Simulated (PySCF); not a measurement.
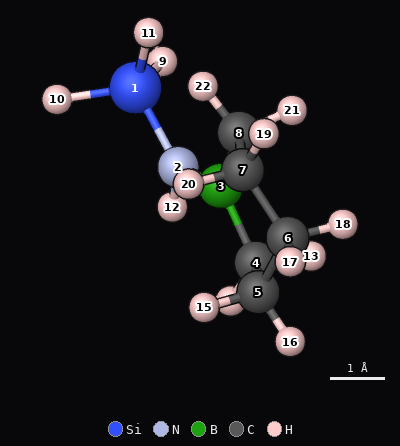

Figure 1. The structure as given in the input (ball-and-stick view, seen at a tilt; atoms are numbered from 1 in the order of the input).

# NMR shielding calculation, with input and output: C5H14BNSi

System: C5H14BNSi.
Method: GIAO PBE0/pcSseg-1 NMR shielding, non-relativistic, gas phase (PySCF 2.14.0).

The geometry comes from this level: PBE0-D3(BJ)/def2-SVP. It belongs to a series of runs on one base structure; here: H on B replaced by NHSiH3. Figures and captions count atoms from 1; the log counts them from 0 in places.

**Input**
```
{"job": {"kind": "nmr", "xc": "PBE0", "basis": "pcSseg-1"}, "charge": 0, "multiplicity": 1}
Si     3.523172    -0.167886     0.999343
N      2.180347    -0.971712     0.209699
B      0.781588    -0.734439     0.239794
C     -0.198758    -1.703312    -0.544805
C     -1.395090    -0.969594    -1.158663
C     -2.066070    -0.031845    -0.160370
C     -1.109438     1.032707     0.366032
C      0.111463     0.433450     1.074853
H      4.265423    -1.129811     1.871332
H      4.491067     0.354237    -0.014492
H      3.018262     0.959202     1.828600
H      2.453328    -1.770138    -0.360217
H     -0.577312    -2.422386     0.210026
H      0.322928    -2.315769    -1.300480
H     -1.054006    -0.374245    -2.025363
H     -2.132657    -1.685798    -1.558100
H     -2.941011     0.449433    -0.628001
H     -2.458186    -0.622586     0.688681
H     -1.648119     1.721039     1.038955
H     -0.769573     1.650801    -0.485023
H     -0.225583    -0.032772     2.023043
H      0.815633     1.225360     1.372940
```

The first line tells a small driver script what to run in PySCF; the rest is the geometry in Å.

Run on 1 CPU thread, shared host.

Launched with:
```bash
OMP_NUM_THREADS=1 python <driver script> task.json out
```

**Log**
```
coarse grid: 17888 points
cycle   1  E = -567.4981911574  dE =  6.354e-01  |g| = 5.520e-01  |ddm| = 4.032e+00
cycle   2  E = -567.4566195634  dE =  4.157e-02  |g| = 6.987e-01  |ddm| = 1.137e+00
cycle   3  E = -567.5774036371  dE = -1.208e-01  |g| = 5.202e-02  |ddm| = 6.759e-01
cycle   4  E = -567.5778551235  dE = -4.515e-04  |g| = 2.788e-02  |ddm| = 6.302e-02
cycle   5  E = -567.5780131440  dE = -1.580e-04  |g| = 9.764e-03  |ddm| = 2.497e-02
cycle   6  E = -567.5780335863  dE = -2.044e-05  |g| = 1.268e-03  |ddm| = 8.855e-03
cycle   7  E = -567.5780339583  dE = -3.721e-07  |g| = 3.344e-04  |ddm| = 1.269e-03
final grid: 165376 points
cycle   8  E = -567.6212374373  dE = -4.201e-05  |g| = 9.508e-03  |ddm| = 3.054e-02
cycle   9  E = -567.6212232701  dE =  1.417e-05  |g| = 1.230e-02  |ddm| = 1.842e-02
cycle  10  E = -567.6212599252  dE = -3.666e-05  |g| = 6.224e-04  |ddm| = 1.039e-02
cycle  11  E = -567.6212599917  dE = -6.652e-08  |g| = 3.068e-04  |ddm| = 6.558e-04
cycle  12  E = -567.6212600114  dE = -1.963e-08  |g| = 6.487e-05  |ddm| = 2.532e-04
cycle  13  E = -567.6212600123  dE = -9.150e-10  |g| = 1.899e-05  |ddm| = 7.421e-05
```

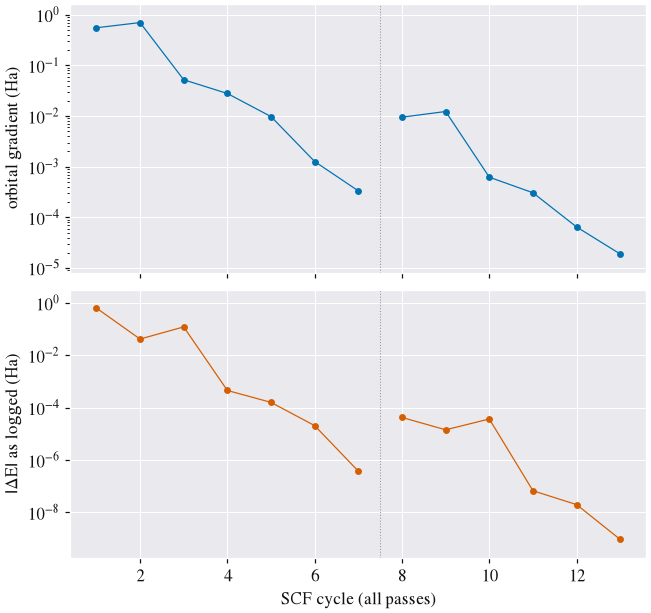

Figure 2. Convergence of the self-consistent field: orbital gradient and size of the energy change against the SCF cycle. The dotted line marks the change from a coarse to the final integration grid. The first 7 cycles use a coarse grid, the final grid takes over at cycle 8, and the field converges after 13 cycles in all.

```
converged SCF energy = -567.6212600123

GIAO shielding tensors (ppm)
atom      isotropic    diamagn.    paramagn.     s11        s22        s33       span
  0 Si     412.577     877.553    -464.976    375.854    394.505    467.371     91.517
  1 N      169.173     320.891    -151.717     88.937    201.545    217.038    128.101
  2 B       49.716     191.686    -141.969      7.375     27.549    114.225    106.850
  3 C      159.261     252.345     -93.084    151.165    158.791    167.828     16.664
  4 C      155.831     246.330     -90.499    148.643    150.269    168.581     19.938
  5 C      153.723     247.306     -93.583    149.963    154.834    156.372      6.409
  6 C      156.327     246.419     -90.092    148.975    151.284    168.721     19.746
  7 C      165.998     252.198     -86.199    155.624    161.871    180.501     24.877
  8 H       26.728      26.433       0.295     23.178     24.761     32.244      9.066
  9 H       26.693      27.130      -0.437     23.205     24.756     32.117      8.912
 10 H       26.263      28.452      -2.190     22.170     27.285     29.333      7.163
 11 H       28.325      31.091      -2.766     21.475     28.882     34.617     13.142
 12 H       30.531      31.097      -0.566     26.961     29.250     35.381      8.420
 13 H       30.646      31.930      -1.284     26.211     29.950     35.776      9.565
 14 H       30.088      31.068      -0.980     26.175     28.651     35.438      9.263
 15 H       29.451      29.276       0.175     24.050     27.878     36.426     12.376
 16 H       29.655      29.483       0.171     24.749     27.730     36.486     11.737
 17 H       30.045      30.833      -0.788     26.387     28.422     35.325      8.937
 18 H       29.391      30.262      -0.871     23.965     28.045     36.162     12.197
 19 H       30.150      31.664      -1.513     25.941     28.911     35.599      9.658
 20 H       30.827      31.846      -1.019     26.663     29.648     36.169      9.506
 21 H       29.904      33.510      -3.607     24.245     29.205     36.261     12.016
```

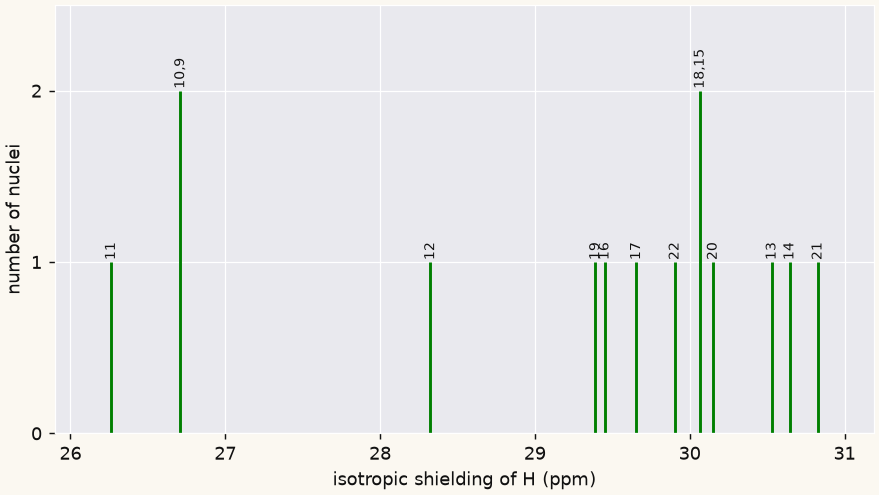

Figure 3. Isotropic shieldings of the hydrogen nuclei in this fixed geometry, labelled by atom number; shielding grows to the right, so chemical shift grows to the left. The least shielded is H11 (26.3 ppm), the most shielded H21 (30.8 ppm).

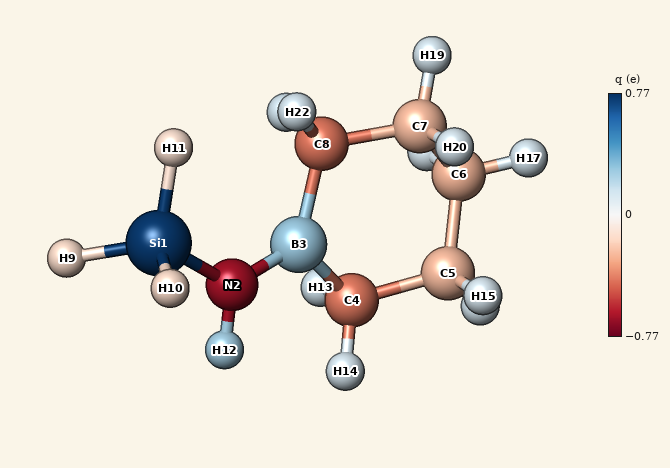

Figure 4. IAO charges, as the colour of each atom (ball-and-stick view, seen at a tilt; atoms are numbered from 1 in the order of the input). By element: Si +0.73, N −0.64, B +0.28, C −0.40 to −0.24 and H −0.13 to +0.26 e.

**Results in brief**

| quantity | value |
| --- | --- |
| outcome | converged |
| total energy | −567.621260 hartree |
| HOMO | −7.60 eV |
| LUMO | 0.50 eV |
| dipole moment | 0.75 D |
| isotropic shielding, Si | 412.6 ppm |
| isotropic shielding, N | 169.2 ppm |
| isotropic shielding, B | 49.7 ppm |
| isotropic shielding, C | 153.7 to 166.0 ppm |
| isotropic shielding, H | 26.3 to 30.8 ppm |
| wall time | 78 s |
| peak memory | 1 GiB |
